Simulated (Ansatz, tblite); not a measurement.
**Si(GeH3)2H2 (SiGe₂H₈): a ladder of methods and basis sets**

How do method and basis change the picture of Si(GeH3)2H2 (SiGe₂H₈) (singlet)?

Computed with Ansatz 0.2.0, Gaussian basis. Level: as each input shows.

Levels to be run: GFN1-xTB, GFN2-xTB, PBE-D4/def2-TZVP, r2SCAN-D4/def2-TZVP, r2SCANh-D4/def2-TZVP, revPBE-D4/def2-TZVP, B97M-V/def2-TZVP, PBE-D4/def2-SVP, PBE0-D4/def2-SVP, HF/STO-3G, CCSD(T)/def2-SVP, MP2/def2-TZVP.

2 further runs of the same task are left out: 2 set aside as unsound or not needed.

### 1 The geometry

The singlet was relaxed beforehand with PBE0-D4/def2-SVP.

11 atoms, charge 0, spin multiplicity 1.

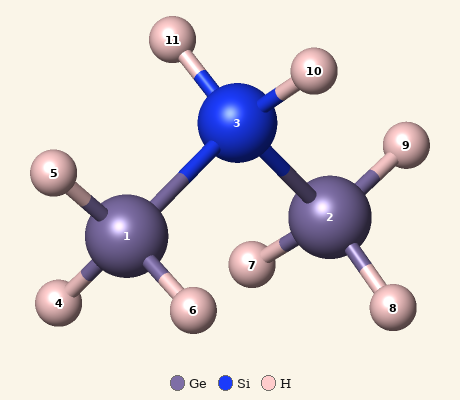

The geometry (germanium purple, silicon blue, hydrogen pink); atoms are numbered from 1 in the order of the file.

As a file:

```tsv
atom	x (Å)	y (Å)	z (Å)
Ge1	-0.8459	-0.0173	1.8115
Ge2	1.4291	0.0177	-1.3982
Si3	-0.8064	0.0015	-0.5720
H4	0.0736	-1.1294	2.3510
H5	-2.2714	-0.2634	2.3410
H6	-0.3465	1.3328	2.3596
H7	2.1542	-1.2747	-0.9779
H8	2.2038	1.2179	-0.8216
H9	1.4522	0.1141	-2.9355
H10	-1.5312	1.2133	-1.0675
H11	-1.5116	-1.2123	-1.0905
```

PBE0-D4/def2-TZVP was run before; its log isn't repeated, and its numbers join the tables.

### 2 GFN1-xTB

Tight binding, by tblite at 300 K electronic temperature and without a spin-polarisation term:

```python
tblite.interface.Calculator('GFN1-xTB', numbers, positions, charge=0, uhf=0).singlepoint()
```

Energy -257.7656 eV, HOMO -11.66 eV, LUMO -7.96 eV; 0.007 s.

### 3 GFN2-xTB

Tight binding, by tblite at 300 K electronic temperature and without a spin-polarisation term:

```python
tblite.interface.Calculator('GFN2-xTB', numbers, positions, charge=0, uhf=0).singlepoint()
```

Energy -262.3644 eV, HOMO -10.19 eV, LUMO -5.68 eV; 0.005 s.

### 4 PBE-D4/def2-TZVP

start.molden holds the orbitals of an earlier run on this state, given as this run's starting guess.

The input, in.yaml:

```yaml
crystal:
  periodic: [false, false, false]
  atoms:
    - {symbol: Ge, position_ang: [-0.845904, -0.017339, 1.811528]}
    - {symbol: Ge, position_ang: [1.429133, 0.017718, -1.398185]}
    - {symbol: Si, position_ang: [-0.806397, 0.001481, -0.571955]}
    - {symbol: H, position_ang: [0.073613, -1.129416, 2.350968]}
    - {symbol: H, position_ang: [-2.271426, -0.263396, 2.341012]}
    - {symbol: H, position_ang: [-0.346473, 1.332783, 2.359568]}
    - {symbol: H, position_ang: [2.154218, -1.274713, -0.977892]}
    - {symbol: H, position_ang: [2.203804, 1.217851, -0.821591]}
    - {symbol: H, position_ang: [1.452246, 0.114082, -2.935464]}
    - {symbol: H, position_ang: [-1.531228, 1.213293, -1.067489]}
    - {symbol: H, position_ang: [-1.511606, -1.212325, -1.090491]}
basis:
  gaussian: {orbitals: def2-TZVP, initial_orbitals: start.molden}
hamiltonian: {xc: pbe, dispersion: d4}
scf: {omitted_lower_state_checks: [starts]}
output: {forces: true, orbitals: {seedname: orbitals}}
```

Launch:

```console
> ansatz run in.yaml --threads 2 --pin off --events-out ev --progress --plain --max-ram 4352MiB
```

The log of the run (excerpt; [...] marks lines left out):

```text
Functional definition: PBE
  name "PBE"
  cite "Perdew, Burke & Ernzerhof, Phys. Rev. Lett. 77, 3865 (1996) doi:10.1103/PhysRevLett.77.3865"
  parent pbe
[...]
1320 factors; their error is unknown
[...]
mean field -121022.83928870 eV, -4447.5073116331 hartree, gradient 1.8e-5 eV, S^2 0.000000; 0 other end points of the search recorded, 0 dependent functions left out
[...]
reference -121022.83934001 eV, -4447.5073135187 hartree; 43, 43 occupied and 138, 138 virtual orbitals, 1320 factors
Total energy: -121023.07646272 eV, -4447.5160276173 hartree
Atom 0 at    -0.845904    -0.017339     1.811528 Å, force     0.006749     0.000161    -0.099056 eV/Å
Atom 1 at     1.429133     0.017718    -1.398185 Å, force    -0.092165     0.002458     0.039128 eV/Å
Atom 2 at    -0.806397     0.001481    -0.571955 Å, force    -0.010907    -0.000349    -0.007328 eV/Å
Atom 3 at     0.073613    -1.129416     2.350968 Å, force     0.067232    -0.086930     0.050455 eV/Å
Atom 4 at    -2.271426    -0.263396     2.341012 Å, force    -0.112090    -0.015109     0.051356 eV/Å
Atom 5 at    -0.346473     1.332783     2.359568 Å, force     0.044380     0.099921     0.050152 eV/Å
Atom 6 at     2.154218    -1.274713    -0.977892 Å, force     0.065129    -0.096431     0.031889 eV/Å
Atom 7 at     2.203804     1.217851    -0.821591 Å, force     0.067493     0.092100     0.040880 eV/Å
Atom 8 at     1.452246     0.114082    -2.935464 Å, force     0.011451     0.007100    -0.123673 eV/Å
Atom 9 at    -1.531228     1.213293    -1.067489 Å, force    -0.025623     0.015805    -0.016620 eV/Å
Atom 10 at    -1.511606    -1.212325    -1.090491 Å, force    -0.021649    -0.018726    -0.017181 eV/Å
Dipole moment:    -0.018688     0.000262    -0.013305 e Å
Checks for a lower state left out: starts
```

It took 4.2 s on 2 threads of Arm Neoverse V1, shared host.

Report: HOMO -6.90 eV, LUMO -0.93 eV.

### 5 r2SCAN-D4/def2-TZVP

in.yaml: that of step 4 with these lines changed.

```diff
@@ -16,4 +16,4 @@
   gaussian: {orbitals: def2-TZVP, initial_orbitals: start.molden}
-hamiltonian: {xc: pbe, dispersion: d4}
+hamiltonian: {xc: r2scan, dispersion: d4}
 scf: {omitted_lower_state_checks: [starts]}
-output: {forces: true, orbitals: {seedname: orbitals}}
+output: {orbitals: {seedname: orbitals}}
```

Same command.

The log of the run:

```text
Functional definition: r2SCAN
  name "r2SCAN"
  cite "Furness, Kaplan, Ning, Perdew & Sun, J. Phys. Chem. Lett. 11, 8208 (2020) doi:10.1021/acs.jpclett.0c02405"
  cite "Furness, Kaplan, Ning, Perdew & Sun, J. Phys. Chem. Lett. 11, 9248 (2020) doi:10.1021/acs.jpclett.0c03077"
  parent r2scan
  parameter k0 = 0.174
  parameter k1 = 0.065
  parameter a1 = 4.9479
  exchange = r2scan_x(k0 = k0, k1 = k1, a1 = a1)
  correlation = r2scan_c
these checks for a lower state are left out or cut short: starts
1320 factors; their error is unknown
mean field evaluation 1: about -121043.2918 eV, gradient 9.0e0 eV
mean field evaluation 2: about -121043.3446 eV, gradient 7.4e-2 eV
mean field evaluation 4: about -121043.3196 eV, gradient 3.9e-5 eV
mean field -121043.31963496 eV, -4448.2599504760 hartree, gradient 6.7e-5 eV, S^2 0.000000; 0 other end points of the search recorded, 0 dependent functions left out
reference -121043.31964983 eV, -4448.2599510225 hartree; 43, 43 occupied and 138, 138 virtual orbitals, 1320 factors
Total energy: -121043.37682835 eV, -4448.2620522941 hartree
Checks for a lower state left out: starts
```

It took 7 s on 2 threads of Arm Neoverse V1, shared host.

Report: HOMO -7.17 eV, LUMO -0.69 eV.

### 6 r2SCANh-D4/def2-TZVP

in.yaml: that of step 5 with these lines changed.

```diff
@@ -16,3 +16,3 @@
   gaussian: {orbitals: def2-TZVP, initial_orbitals: start.molden}
-hamiltonian: {xc: r2scan, dispersion: d4}
+hamiltonian: {xc: {name: r2SCANh}, dispersion: d4}
 scf: {omitted_lower_state_checks: [starts]}
```

Same command.

The log of the run (excerpt; [...] marks lines left out):

```text
Functional definition: r2SCANh
  name "r2SCANh"
  cite "Bursch, Neugebauer, Ehlert & Grimme, J. Chem. Phys. 156, 134105 (2022) doi:10.1063/5.0086040"
  cite "Furness, Kaplan, Ning, Perdew & Sun, J. Phys. Chem. Lett. 11, 8208 (2020) doi:10.1021/acs.jpclett.0c02405"
  cite "Furness, Kaplan, Ning, Perdew & Sun, J. Phys. Chem. Lett. 11, 9248 (2020) doi:10.1021/acs.jpclett.0c03077"
  parent r2scan
[...]
1358 factors; their error is unknown
[...]
mean field -121042.87006914 eV, -4448.2434292368 hartree, gradient 4.0e-5 eV, S^2 0.000000; 0 other end points of the search recorded, 0 dependent functions left out
reference -121042.87008281 eV, -4448.2434297390 hartree; 43, 43 occupied and 138, 138 virtual orbitals, 1358 factors
Total energy: -121042.93248780 eV, -4448.2457230801 hartree
Checks for a lower state left out: starts
```

Run time: 9 s. Hardware: 2 threads of Arm Neoverse V1, shared host; peak memory 0.56 GiB.

Report: HOMO -7.54 eV, LUMO -0.42 eV.

### 7 revPBE-D4/def2-TZVP

in.yaml: that of step 6 with these lines changed.

```diff
@@ -16,3 +16,3 @@
   gaussian: {orbitals: def2-TZVP, initial_orbitals: start.molden}
-hamiltonian: {xc: {name: r2SCANh}, dispersion: d4}
+hamiltonian: {xc: {name: revPBE}, dispersion: d4}
 scf: {omitted_lower_state_checks: [starts]}
```

Same command.

The log of the run:

```text
Functional definition: revPBE
  name "revPBE"
  cite "Zhang & Yang, Phys. Rev. Lett. 80, 890 (1998) doi:10.1103/PhysRevLett.80.890"
  cite "Perdew, Burke & Ernzerhof, Phys. Rev. Lett. 77, 3865 (1996) doi:10.1103/PhysRevLett.77.3865"
  parameter kappa = 1.245
  parameter beta = 0.06672455060314922
  exchange = pbe_x(kappa = kappa, mu = beta*pi^2/3)
  correlation = pbe_c(beta = beta)
these checks for a lower state are left out or cut short: starts
1320 factors; their error is unknown
mean field evaluation 1: about -121034.1476 eV, gradient 1.2e1 eV
mean field evaluation 2: about -121034.2607 eV, gradient 1.3e-1 eV
mean field evaluation 4: about -121034.2285 eV, gradient 8.3e-5 eV
mean field -121034.22850572 eV, -4447.9258576387 hartree, gradient 8.7e-5 eV, S^2 0.000000; 0 other end points of the search recorded, 0 dependent functions left out
reference -121034.22856983 eV, -4447.9258599944 hartree; 43, 43 occupied and 138, 138 virtual orbitals, 1320 factors
Total energy: -121034.82561058 eV, -4447.9478008374 hartree
Checks for a lower state left out: starts
```

Run time: 3.2 s. Hardware: 2 threads of Arm Neoverse V1, shared host.

HOMO -6.86 eV, LUMO -0.85 eV.

### 8 B97M-V/def2-TZVP

in.yaml: that of step 7 with these lines changed.

```diff
@@ -16,3 +16,3 @@
   gaussian: {orbitals: def2-TZVP, initial_orbitals: start.molden}
-hamiltonian: {xc: {name: revPBE}, dispersion: d4}
+hamiltonian: {xc: {name: B97M-V}}
 scf: {omitted_lower_state_checks: [starts]}
```

The command is unchanged.

The log of the run (excerpt; [...] marks lines left out):

```text
Functional definition: B97M-V
  name "B97M-V"
  cite "Mardirossian & Head-Gordon, J. Chem. Phys. 142, 074111 (2015) doi:10.1063/1.4907719"
  cite "Becke, J. Chem. Phys. 107, 8554 (1997) doi:10.1063/1.475007"
  cite "Vydrov & Van Voorhis, J. Chem. Phys. 133, 244103 (2010) doi:10.1063/1.3521275"
  # Of w^i u^j: cxij and so on, Table III.
[...]
  gx(w, u) = cx00 + cx01*u + cx02*u^2 + (cx10 + cx11*u)*w
  gss(w, u) = css00 + css02*u^2 + css10*w + (css32*w^3 + css42*w^4)*u^2
  gos(w, u) = cos00 + cos01*u + cos03*u^3 + cos10*w + cos32*w^3*u^2
[...]
      + integral(e_c_pw_mod_opposite_spin*gos(b97_w_opposite, b97_u_opposite)) + vv10(b, c)
[...]
1320 factors; their error is unknown
[...]
mean field -121021.67624896 eV, -4447.4645707109 hartree, gradient 1.1e-5 eV, S^2 0.000000; 0 other end points of the search recorded, 0 dependent functions left out
reference -121021.67632285 eV, -4447.4645734264 hartree; 43, 43 occupied and 138, 138 virtual orbitals, 1320 factors
Total energy: -121021.67632285 eV, -4447.4645734264 hartree
Checks for a lower state left out: starts
```

Wall time 18 s (2 threads of Arm Neoverse V1, shared host).

Report: HOMO -7.28 eV, LUMO -0.86 eV.

### 9 PBE-D4/def2-SVP

in.yaml: that of step 8 with these lines changed.

```diff
@@ -15,4 +15,4 @@
 basis:
-  gaussian: {orbitals: def2-TZVP, initial_orbitals: start.molden}
-hamiltonian: {xc: {name: B97M-V}}
+  gaussian: {orbitals: def2-SVP, initial_orbitals: start.molden}
+hamiltonian: {xc: pbe, dispersion: d4}
 scf: {omitted_lower_state_checks: [starts]}
```

Launched as before.

The log of the run:

```text
Functional definition: PBE
  name "PBE"
  cite "Perdew, Burke & Ernzerhof, Phys. Rev. Lett. 77, 3865 (1996) doi:10.1103/PhysRevLett.77.3865"
  parent pbe
  parameter kappa = 0.804
  parameter beta = 0.06672455060314922
  exchange = pbe_x(kappa = kappa, mu = beta*pi^2/3)
  correlation = pbe_c(beta = beta)
these checks for a lower state are left out or cut short: starts
1362 factors; their error is unknown
mean field evaluation 1: about -121005.6710 eV, gradient 8.8e0 eV
mean field evaluation 2: about -121005.8151 eV, gradient 1.5e-1 eV
mean field evaluation 4: about -121005.7160 eV, gradient 1.1e-4 eV
mean field -121005.71601666 eV, -4446.8780429922 hartree, gradient 2.6e-5 eV, S^2 0.000000; 0 other end points of the search recorded, 0 dependent functions left out
reference -121005.71606055 eV, -4446.8780446051 hartree; 43, 43 occupied and 79, 79 virtual orbitals, 1362 factors
Total energy: -121005.95318325 eV, -4446.8867587037 hartree
Checks for a lower state left out: starts
```

Wall time 2.1 s (2 threads of Arm Neoverse V1, shared host).

HOMO -6.90 eV, LUMO -0.75 eV.

### 10 PBE0-D4/def2-SVP

in.yaml: that of step 9 with these lines changed.

```diff
@@ -16,3 +16,3 @@
   gaussian: {orbitals: def2-SVP, initial_orbitals: start.molden}
-hamiltonian: {xc: pbe, dispersion: d4}
+hamiltonian: {xc: pbe0, dispersion: d4}
 scf: {omitted_lower_state_checks: [starts]}
```

Launched as before.

The log of the run:

```text
Functional definition: PBE0
  name "PBE0"
  cite "Adamo & Barone, J. Chem. Phys. 110, 6158 (1999) doi:10.1063/1.478522"
  cite "Perdew, Burke & Ernzerhof, Phys. Rev. Lett. 77, 3865 (1996) doi:10.1103/PhysRevLett.77.3865"
  parent pbe
  parameter a = 0.25
  parameter kappa = 0.804
  parameter beta = 0.06672455060314922
  exchange = (1 - a)*pbe_x(kappa = kappa, mu = beta*pi^2/3) + a*exact_x
  correlation = pbe_c(beta = beta)
these checks for a lower state are left out or cut short: starts
1209 factors; integrals over basis functions are off by at most 1.4e-3 eV
mean field evaluation 1: about -121009.8147 eV, gradient 3.3e0 eV
mean field evaluation 2: about -121009.8389 eV, gradient 2.4e-2 eV
mean field evaluation 4: about -121009.8817 eV, gradient 2.5e-4 eV
mean field -121009.88174358 eV, -4447.0311306327 hartree, gradient 1.3e-5 eV, S^2 0.000000; 0 other end points of the search recorded, 0 dependent functions left out
reference -121009.88177667 eV, -4447.0311318489 hartree; 43, 43 occupied and 79, 79 virtual orbitals, 1209 factors
Total energy: -121010.08601321 eV, -4447.0386374032 hartree
Checks for a lower state left out: starts
```

Run time: 3.5 s. Hardware: 2 threads of Arm Neoverse V1, shared host.

HOMO -7.97 eV, LUMO 0.04 eV.

### 11 HF/STO-3G

in.yaml: that of step 10 with these lines changed.

```diff
@@ -15,4 +15,4 @@
 basis:
-  gaussian: {orbitals: def2-SVP, initial_orbitals: start.molden}
-hamiltonian: {xc: pbe0, dispersion: d4}
+  gaussian: {orbitals: STO-3G}
+hamiltonian: {xc: hf}
 scf: {omitted_lower_state_checks: [starts]}
```

Same command.

The log of the run:

```text
Functional definition: HF
  name "HF"
  cite "Fock, Z. Phys. 61, 126 (1930) doi:10.1007/BF01340294"
  parent pbe
  exchange = exact_x
  correlation = 0
these checks for a lower state are left out or cut short: starts
566 factors; integrals over basis functions are off by at most 3.3e-5 eV
mean field evaluation 1: about -119561.2000 eV, gradient 1.1e1 eV
mean field evaluation 2: about -119561.2086 eV, gradient 1.1e1 eV
mean field evaluation 4: about -119561.8384 eV, gradient 6.8e-1 eV
mean field evaluation 8: about -119561.8416 eV, gradient 1.8e-5 eV
mean field -119561.84158704 eV, -4393.8166363968 hartree, gradient 1.9e-5 eV, S^2 0.000000; 0 other end points of the search recorded, 0 dependent functions left out
reference -119561.84158704 eV, -4393.8166363968 hartree; 43, 43 occupied and 10, 10 virtual orbitals, 566 factors
Total energy: -119561.84158704 eV, -4393.8166363968 hartree
Checks for a lower state left out: starts
```

Wall time 0.35 s (2 threads of Arm Neoverse V1, shared host).

From the report: HOMO -8.14 eV, LUMO 9.89 eV.

### 12 CCSD(T)/def2-SVP

in.yaml: that of step 11 with these lines changed.

```diff
@@ -15,4 +15,4 @@
 basis:
-  gaussian: {orbitals: STO-3G}
-hamiltonian: {xc: hf}
+  gaussian: {orbitals: def2-SVP, initial_orbitals: start.molden}
+correlation: {method: ccsd_t}
 scf: {omitted_lower_state_checks: [starts]}
```

The command is unchanged.

The log of the run (excerpt; [...] marks lines left out):

```text
Functional definition: HF
  name "HF"
  cite "Fock, Z. Phys. 61, 126 (1930) doi:10.1007/BF01340294"
  parent pbe
[...]
1209 factors; integrals over basis functions are off by at most 1.4e-3 eV
[...]
mean field -120919.11328863 eV, -4443.6954514383 hartree, gradient 9.4e-7 eV, S^2 0.000000; 0 other end points of the search recorded, 0 dependent functions left out
23 core orbitals not correlated: weight in the atoms' cores, before any rotation towards them, 1.000 or more for the frozen orbitals, at most 0.000 for the correlated occupied ones
reference -120919.11328863 eV, -4443.6954514383 hartree; 20, 20 occupied and 79, 79 virtual orbitals, 1209 factors
second order -15.75933974 eV of doubles, -0.00000000 eV of singles
cycle   1  -16.19820844 eV  change   -4.4e-1 eV  update   1.1e-1
[...]
cycle   8  -16.93169412 eV  change   -2.1e-5 eV  update   1.4e-5
perturbative correction -0.47578036 eV, -0.0174846059 hartree
Total energy: -120936.52076311 eV, -4444.3351643263 hartree
Checks for a lower state left out: starts
```

Run time: 21 s. Hardware: 2 threads of Arm Neoverse V1, shared host; peak memory 0.61 GiB.

Report: Hartree-Fock HOMO -10.39 eV, LUMO 3.21 eV; T1 0.010.

### 13 MP2/def2-TZVP

in.yaml: that of step 12 with these lines changed.

```diff
@@ -15,4 +15,4 @@
 basis:
-  gaussian: {orbitals: def2-SVP, initial_orbitals: start.molden}
-correlation: {method: ccsd_t}
+  gaussian: {orbitals: def2-TZVP, initial_orbitals: start.molden}
+correlation: {method: mp2}
 scf: {omitted_lower_state_checks: [starts]}
```

Same command.

The log of the run:

```text
Functional definition: HF
  name "HF"
  cite "Fock, Z. Phys. 61, 126 (1930) doi:10.1007/BF01340294"
  parent pbe
  exchange = exact_x
  correlation = 0
these checks for a lower state are left out or cut short: starts
1264 factors; integrals over basis functions are off by at most 1.3e-3 eV
mean field evaluation 1: about -120935.0690 eV, gradient 3.7e1 eV
mean field evaluation 2: about -120936.1200 eV, gradient 1.3e0 eV
mean field evaluation 4: about -120936.2615 eV, gradient 6.0e-1 eV
mean field evaluation 8: about -120936.2628 eV, gradient 5.4e-5 eV
mean field -120936.26278366 eV, -4444.3256837564 hartree, gradient 1.6e-6 eV, S^2 0.000000; 0 other end points of the search recorded, 0 dependent functions left out
23 core orbitals not correlated: weight in the atoms' cores, before any rotation towards them, 1.000 or more for the frozen orbitals, at most 0.000 for the correlated occupied ones
reference -120936.26278366 eV, -4444.3256837564 hartree; 20, 20 occupied and 138, 138 virtual orbitals, 1264 factors
second order -17.25379612 eV of doubles, -0.00000000 eV of singles
Total energy: -120953.51657978 eV, -4444.9597490688 hartree
Checks for a lower state left out: starts
```

It took 4.6 s on 2 threads of Arm Neoverse V1, shared host.

Hartree-Fock HOMO -10.33 eV, LUMO 2.99 eV.

### 14 Levels side by side

```tsv
level	functions	HOMO (eV)	LUMO (eV)	gap (eV)	time
HF/STO-3G	53	-8.14	9.89	18.03	0.35 s
PBE-D4/def2-SVP	122	-6.90	-0.75	6.15	2.1 s
PBE-D4/def2-TZVP	181	-6.90	-0.93	5.97	4.2 s
revPBE-D4/def2-TZVP	181	-6.86	-0.85	6.01	3.2 s
r2SCAN-D4/def2-TZVP	181	-7.17	-0.69	6.47	7 s
B97M-V/def2-TZVP	181	-7.28	-0.86	6.42	18 s
r2SCANh-D4/def2-TZVP	181	-7.54	-0.42	7.13	9 s
PBE0-D4/def2-SVP	122	-7.97	0.04	8.01	3.5 s
PBE0-D4/def2-TZVP	181	-7.94	-0.13	7.81	5.5 s
```

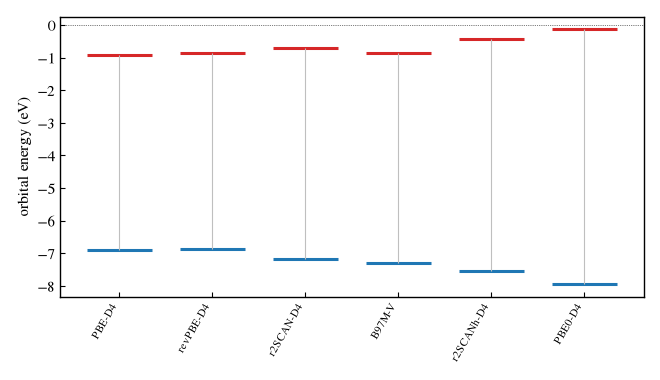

Highest filled (blue) and lowest empty (red) level in def2-TZVP.

The pieces so far (eV):

```tsv
basis	HF	MP2 correlation	CCSD correlation	(T)	total
def2-SVP	-120919.1133	-15.7593	-16.9317	-0.4758	-120936.5208
def2-TZVP	-120936.2628	-17.2538			-120953.5166 (MP2)
```

### 15 Binding energy

Free atoms were run apart at each level; binding is atoms less cluster, divided by the number of atoms, without zero-point or spin-orbit terms.

Differences are taken before rounding.

```tsv
method	binding an atom (eV)	from CCSD(T)/def2-SVP (eV)	time
HF/STO-3G	3.328	+0.737	0.35 s
HF/def2-SVP	2.058	-0.532	
HF/def2-TZVP	2.064	-0.527	
PBE-D4/def2-SVP	2.700	+0.109	2.1 s
PBE-D4/def2-TZVP	2.703	+0.112	4.2 s
revPBE-D4/def2-TZVP	2.664	+0.074	3.2 s
r2SCAN-D4/def2-TZVP	2.758	+0.167	7 s
B97M-V/def2-TZVP	2.798	+0.208	18 s
r2SCANh-D4/def2-TZVP	2.752	+0.161	9 s
PBE0-D4/def2-SVP	2.707	+0.116	3.5 s
PBE0-D4/def2-TZVP	2.710	+0.119	5.5 s
MP2/def2-SVP	2.535	-0.055	
MP2/def2-TZVP	2.596	+0.005	4.6 s
CCSD/def2-SVP	2.572	-0.019	
CCSD(T)/def2-SVP	2.591	0	21 s
```

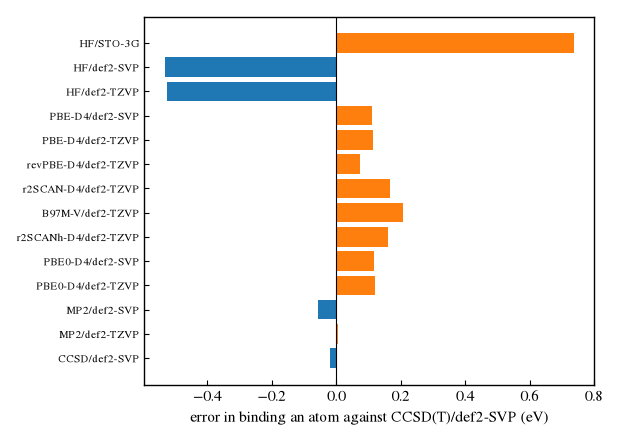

Error of each method against CCSD(T)/def2-SVP.

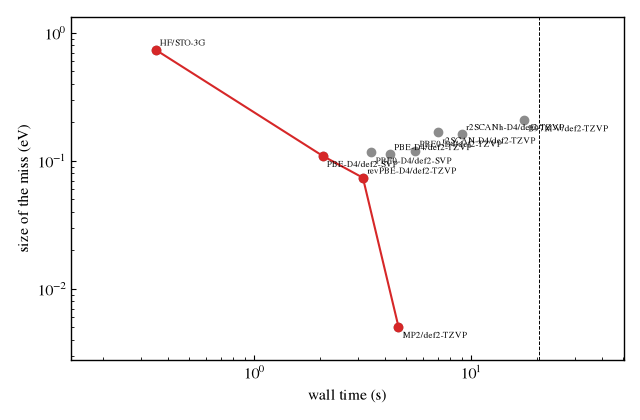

Accuracy for the time spent; red marks the levels that beat every quicker one drawn (of those quicker than the yardstick), and the dashed line is the time of CCSD(T)/def2-SVP. Times are from a shared host.

### 16 Results

```
                                                 quantity                                value
gap in def2-TZVP, named functionals, smallest and largest  5.97 eV (PBE-D4), 7.81 eV (PBE0-D4)
                     correlation energy, CCSD(T)/def2-SVP                            -17.41 eV
                        correlation energy, MP2/def2-TZVP                            -17.25 eV
                        binding an atom, CCSD(T)/def2-SVP                             2.591 eV
          PBE0 total energy, smallest basis above largest       17.00 eV (def2-SVP, def2-TZVP)
```

Orbital gaps of the named functionals in def2-TZVP span 5.97 eV (PBE-D4) to 7.81 eV (PBE0-D4); exact exchange widens it. A small miss in a minimal or small basis is a cancelling of errors, not accuracy. The functionals in def2-TZVP miss CCSD(T)/def2-SVP by +0.074 (revPBE-D4) to +0.208 eV (B97M-V) an atom. The yardstick is in a double-zeta basis, so levels in larger sets aren't compared like for like. The reference is CCSD(T) in one finite basis, so it carries an error of its own, often a tenth of an eV or more, and near misses can't be ranked.

For cost: MP2/def2-TZVP gets within 0.005 eV in 4.6 s, where CCSD(T)/def2-SVP took 21 s; the quickest level in the cost chart, HF/STO-3G, takes 0.35 s and misses by 0.737 eV. The slowest run with a step of its own, CCSD(T)/def2-SVP, took 21 s; the quickest functional in def2-TZVP took 3.2 s (shared host).
